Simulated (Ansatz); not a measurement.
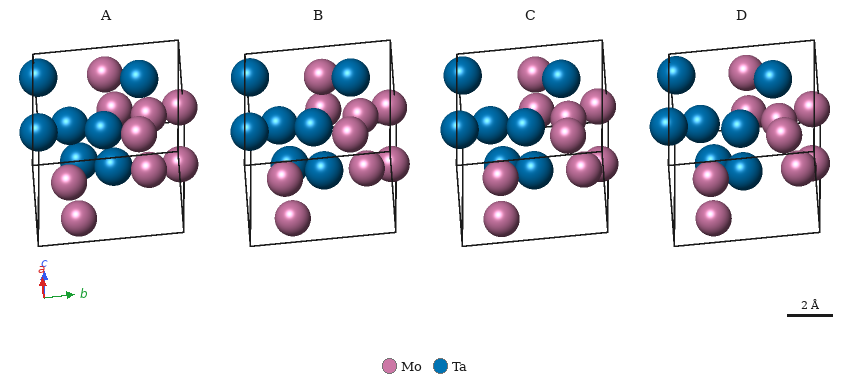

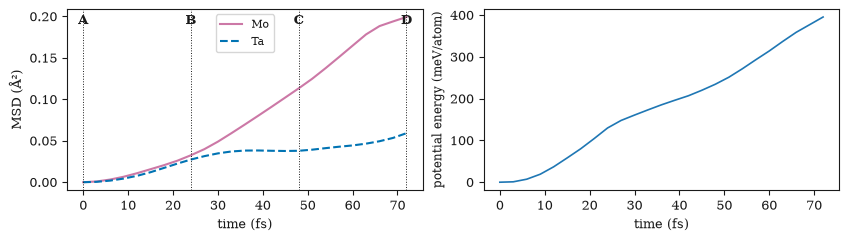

First-principles dynamics of an amorphous cell of composition Ta$_{7}$Mo$_{9}$ (16 atoms in the cell), 72 fs long. Frames (A at 0 fs, B at 24 fs, C at 48 fs, D at 72 fs) and the history of the run. Style: spheres-only. Shown: the simulation cell, from a free direction.

Method: Ansatz 0.2.0, DFT PBE, scalar-relativistic, plane waves, PAW. Run with plane-wave cutoff 320 eV; k-point mesh 1 × 1 × 1; Fermi-Dirac smearing 0.384 eV; volume 0.96 times that of the relaxed crystal; set temperature 4450 K; time step 3 fs.

Describe the run.

Answer. Root-mean-square distances from the starting positions over the second half, with the common drift of all atoms taken out: Mo 0.37 Å, Ta 0.21 Å. The run lasts only 72 fs, too short to tell vibration from diffusion. The mean temperature in the second half is 3476 K (standard deviation 307 K). The potential energy is still drifting at the end, so the run hasn't reached equilibrium. The potential energy in the second half lies on average 280 meV per atom above the first frame. The mean pressure there is 24.0 GPa.

Limits of the set-up: the k-point mesh is coarse for a cell with partly filled bands; the cutoff lies below the recommended one; the periodic images lie only 6.3 Å apart, so the values are limited by the cell's size.
